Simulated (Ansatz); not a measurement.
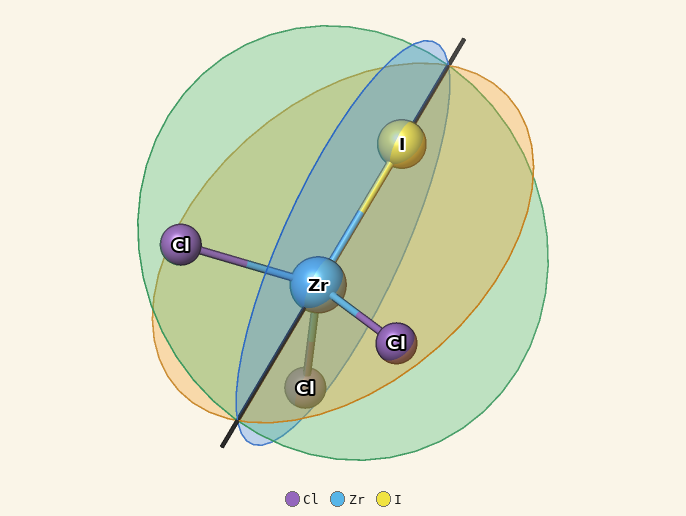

All proper rotation axes (lines) and mirror planes (discs) of the structure are drawn in. Atoms fade into the background with distance from the viewer. Charge 0, singlet. The geometry was computed by an optimisation with PBE0-D4/def2-TZVP.

Question: What is the order of each axis, and which point group results?

Answer: It has 1 C3 axis and 3 mirror planes. Point group C3v. The group has 6 operations. The geometry is achiral, and symmetry allows a dipole moment.
